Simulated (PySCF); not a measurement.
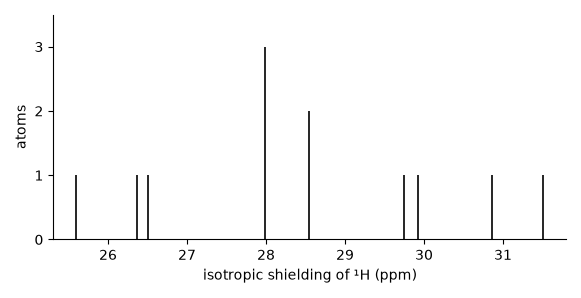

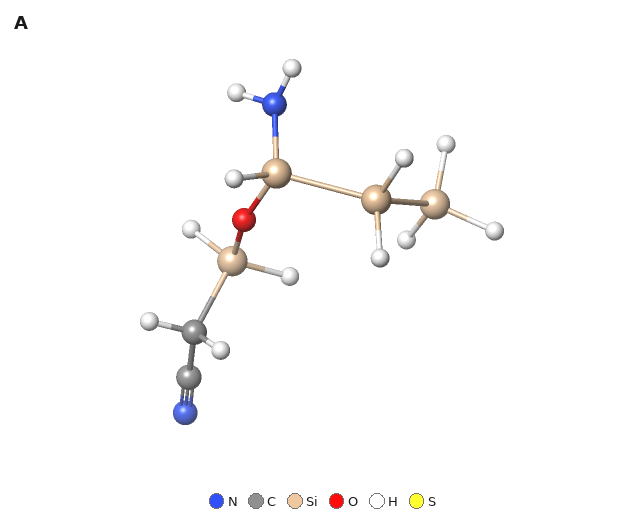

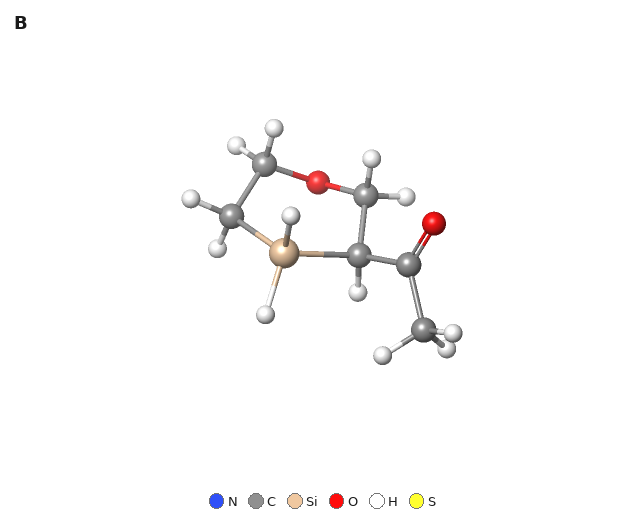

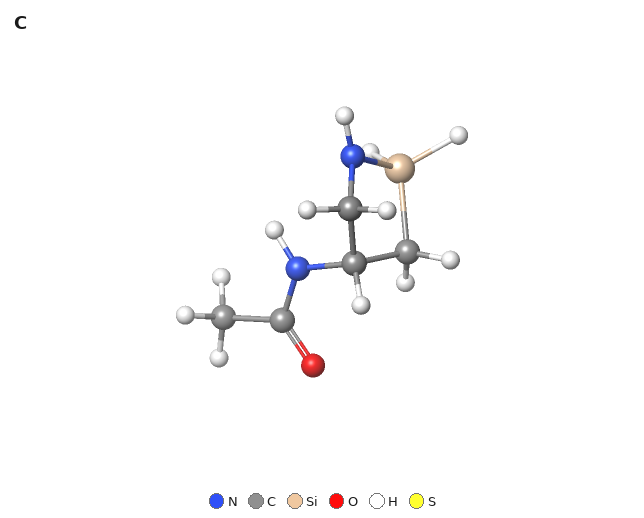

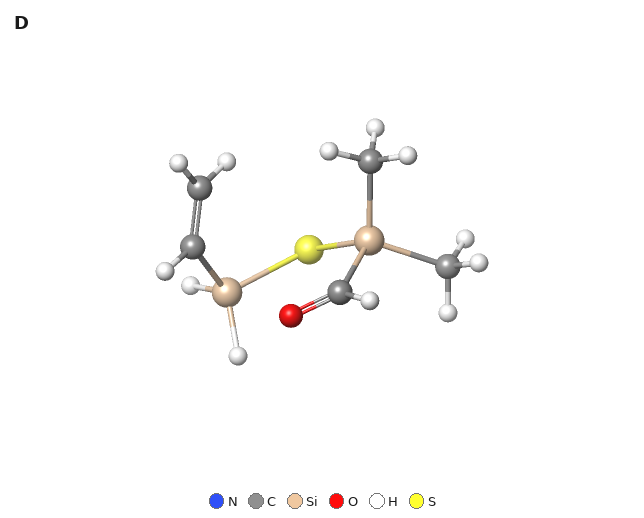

The sticks are computed shieldings of one of the molecules, for one fixed geometry (GFN2-xTB) without averaging over rotations. Low shielding means a high chemical shift. Method: GIAO PBE0/pcSseg-1 NMR shielding, non-relativistic, gas phase (PySCF 2.14.0).

> Match the spectrum to a structure.

A, `N#CC[SiH2]O[Si@H](N)[SiH2][SiH3]`. Its 12 H atoms give lines at 25.60, 26.36, 26.51, 27.98 (3 atoms), 28.55 (2 atoms), 29.74, 29.93, 30.86, 31.51 ppm.

The geometry is semi-empirical. Around Si such bond lengths and angles can be off by a tenth of an ångström or more and by several degrees, and values that hang on the shape move with them.
